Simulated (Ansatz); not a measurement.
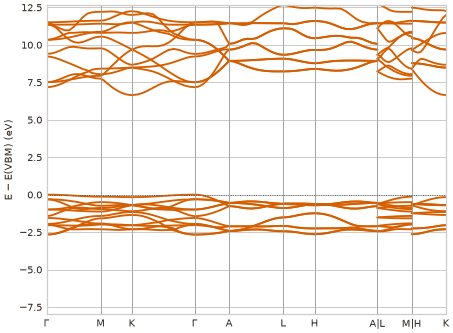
*Band structure from r²SCAN in the plane-wave PAW code Ansatz*

### Question
Read off the gap and where the band edges lie.

### Answer
About 6.6 eV (6.65 eV by a search for the band edges); maximum at Γ, minimum at K.

### Question
Which compound is it?
A. NaF, P6_3/mmc (Na on 2d, F on 2c)
B. BaF2, P6_3/mmc (Ba on 2c, F on 2a, F on 2d)
C. KLiBeF4, P6_3 (Pearson symbol hP14)
D. BN, wurtzite

### Answer
B, BaF2, P6_3/mmc (Ba on 2c, F on 2a, F on 2d)

The workflow started from a Materials Project entry (that database holds measured and hypothetical structures alike); the Crystallography Open Database copy checked does not list it. It is not the phase usual at ambient conditions (space group No. 225). The cell was relaxed with r²SCAN under the symmetry of its start; whether a distortion lowers the energy is not shown. Scalar-relativistic: spin–orbit coupling is off unless named, which matters more the heavier the elements.

Potentials: the later of the program's two PAW sets.
